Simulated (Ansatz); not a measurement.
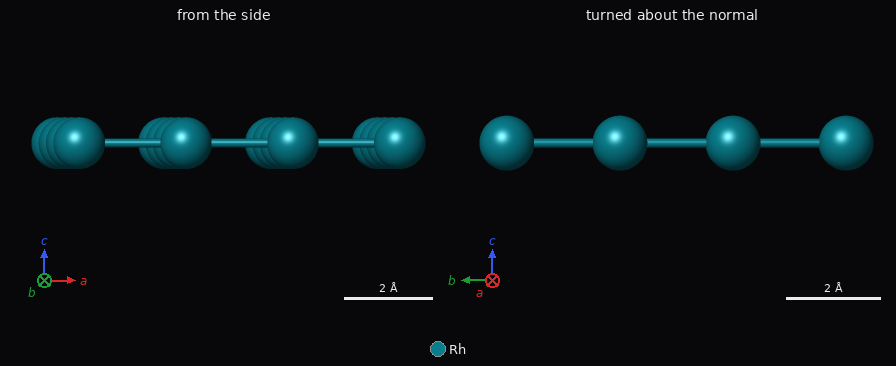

A ball-and-stick picture of a periodic sheet, seen from the side and turned about the normal. The surface normal points up in side views; the vacuum is left out. 4×4 cells are drawn in the plane, with atoms at the edges repeated.

The cell holds 1 Rh.

Question: What is its extent along the surface normal?

Answer: About 0.0 Å from the lowest to the highest atom.

Question: Describe the bonding.

Answer: Each Rh has four Rh in a square planar arrangement at about 2.4 Å. The bonds build Rh layers parallel to the surface.

Its origin is a structure type filled with this element by a generator (whether the element takes this form wasn't checked). Relaxation method: DFT PBE, scalar-relativistic, plane waves, PAW (Ansatz 0.2.0).
